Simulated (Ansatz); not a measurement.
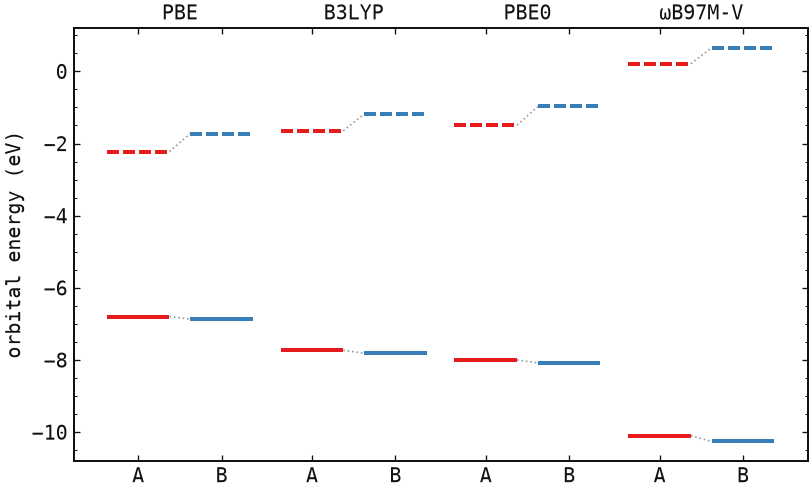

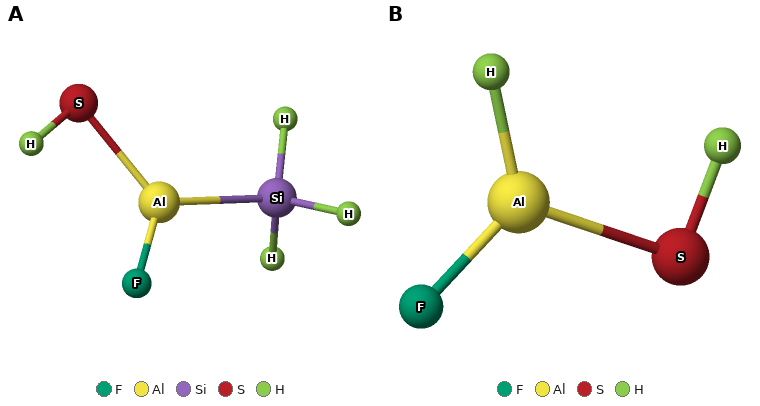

One change: A, AlSiH₄SF (SMILES [F][Al]([SiH3])[SH]), becomes B, AlH₂SF (SMILES [F][AlH][SH]). SiH₃ on Al is replaced by H. HOMO (solid) and LUMO (dashed) computed in def2-TZVPP at PBE0-D4/def2-TZVP geometries, both minima by their frequencies, gas phase, the Ansatz code 0.2.0. Empty levels above zero depend strongly on the basis.

Question: What does the change do to HOMO and LUMO?

Answer: PBE: the HOMO falls by 0.07 eV, the LUMO rises by 0.50 eV, and the separation goes from 4.57 to 5.15 eV. B3LYP: the HOMO falls by 0.08 eV, the LUMO rises by 0.46 eV, and the separation goes from 6.08 to 6.63 eV. PBE0: the HOMO falls by 0.08 eV, the LUMO rises by 0.52 eV, and the separation goes from 6.51 to 7.11 eV. ωB97M-V: the HOMO falls by 0.16 eV, the LUMO rises by 0.44 eV, and the separation goes from 10.31 to 10.92 eV.

Question: Do the functionals agree on the effect?

Answer: They agree on the direction for both levels; the HOMO shift lies between −0.16 and −0.07 eV and the LUMO shift between 0.44 and 0.52 eV, while the separations themselves differ by up to 5.8 eV between functionals.
